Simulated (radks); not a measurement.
# Nuclear size and the levels of Ti²⁺

Aim: how the total energy, the levels and the density at the nucleus of Ti²⁺ respond when the nuclear radius is scaled.

Program: radks (a radial shooting solver on a logarithmic mesh, Libxc functionals) version 1. Level of theory: Dirac Kohn-Sham, LDA (Slater exchange, Perdew-Wang correlation), spin-unpolarised, spherical densities, finite nucleus; open shells fill j = l - 1/2 first. These are calculated values, not measurements, unless marked.

## (1) What is computed

| Item | Value |
| --- | --- |
| element | titanium (Z = 22) |
| charge | +2 |
| electrons | 20 |
| configuration | [Ar] 3d2 |
| nuclear rms radius | 3.5921 fm |

## (2) rms radius 3.5921 fm

Settings of this run:

```text
Z 22
configuration [Ar] 3d2 4s0 4p0
relativity Dirac
functional lda,pw
spin unpolarised
j_filling energy
nucleus finite rms 3.5921 fm
c 137.035999084
```

## (3) rms radius 3.1323 fm

Changes since step 2:

```diff
@@ -6,3 +6,3 @@
 j_filling energy
-nucleus finite rms 3.5921 fm
+nucleus finite rms 3.1323 fm
 c 137.035999084
```

## (4) rms radius 3.3299 fm

Changes since step 3:

```diff
@@ -6,3 +6,3 @@
 j_filling energy
-nucleus finite rms 3.1323 fm
+nucleus finite rms 3.3299 fm
 c 137.035999084
```

## (5) rms radius 3.8974 fm

Changes since step 4:

```diff
@@ -6,3 +6,3 @@
 j_filling energy
-nucleus finite rms 3.3299 fm
+nucleus finite rms 3.8974 fm
 c 137.035999084
```

## (6) rms radius 4.253 fm

Changes since step 5:

```diff
@@ -6,3 +6,3 @@
 j_filling energy
-nucleus finite rms 3.8974 fm
+nucleus finite rms 4.253 fm
 c 137.035999084
```

**Question.** What will these runs give? Wanted: for each run, rms radius; total energy shift; density at nucleus; 1s1/2 shift; 2s1/2 shift; 2p1/2 shift; 3s1/2 shift.

The runs gave:

```
rms radius (fm)  total energy shift (eV)  density at nucleus (e/bohr³)  1s1/2 shift (meV)  2s1/2 shift (meV)  2p1/2 shift (meV)  3s1/2 shift (meV)
         3.1323                  -0.0116                          8472              -4.93             -0.412             0.0522            -0.0568
         3.3299                 -0.00682                          8456              -2.89             -0.242             0.0306            -0.0333
         3.5921                        0                          8437                  0                  0                  0                  0
         3.8974                  0.00857                          8415               3.63              0.304            -0.0384             0.0419
          4.253                   0.0194                          8393               8.22              0.688            -0.0871             0.0948
```

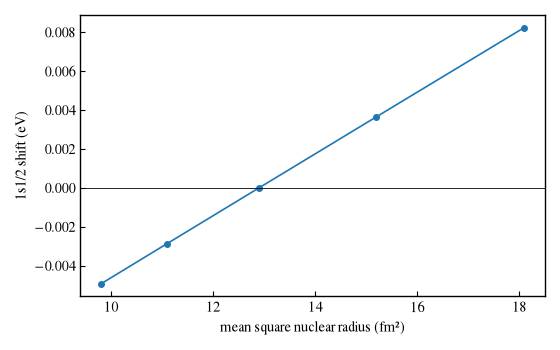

Shift of the 1s1/2 level against the mean square radius.

**Reading.** Shifts are against the first run. Over the range the 1s1/2 level moves by 0.0131 eV and the 3s1/2 level by 0.152 meV. A larger nucleus binds the 1s electrons less and lowers the density at its centre. These are shifts of eigenvalues, not the field shifts of spectral lines.
